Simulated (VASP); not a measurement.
Energy against volume of SrTiO$_{3}$ (cubic perovskite). These are MS2 meta-GGA, VASP's PBE PAW potentials (set 64) (plane waves; VASP 6.6.1) values and carry that method's errors.

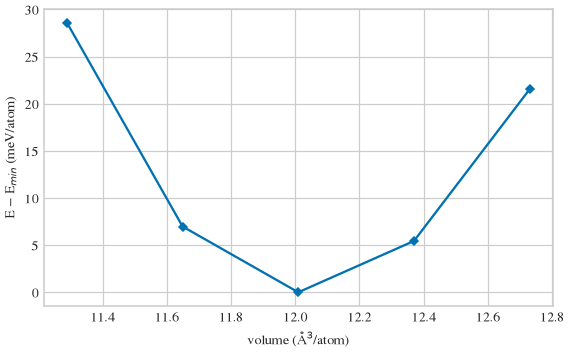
Energy against volume

Problem. Estimate the equilibrium volume and the bulk modulus.

Solution. The minimum lies near 12.0 Å³/atom, and the curvature gives B0 of about 180 GPa.

Measured: a 3.890 Å at 0 K (computed value off by +0.7 %), as given by D. I. Bilc et al., Physical Review B (2008), arXiv:0805.0753 [cubic phase extrapolated to 0 K].

The compound is SrTiO3 in the cubic perovskite structure, the ideal cubic form; the compound distorts at low or room temperature. It was relaxed first.
